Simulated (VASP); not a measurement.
Band structure of HfIr (space group P2_1/m). Level of theory: PBEsol GGA, VASP's PBE PAW potentials (set 64) (plane waves; VASP).

Unless said otherwise, spin-orbit coupling is left out, though it shifts the bands of the heavy elements here.

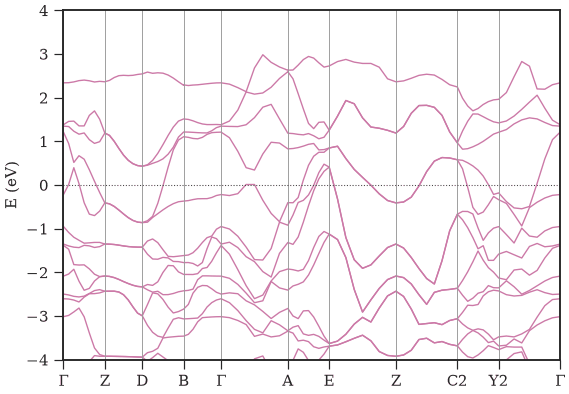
Figure. Bands along high-symmetry lines, zero at the valence-band maximum or, without a gap, the Fermi level

Task: Read the plot: is there a gap, and where are the band edges?

Result: It has no gap at this level: it comes out as a metal or semimetal. (Edges off the drawn lines would not show.)

The structure comes from a computed database's HfIr entry (P2_1/m); how it stands against other phases isn't given here. It was relaxed first.
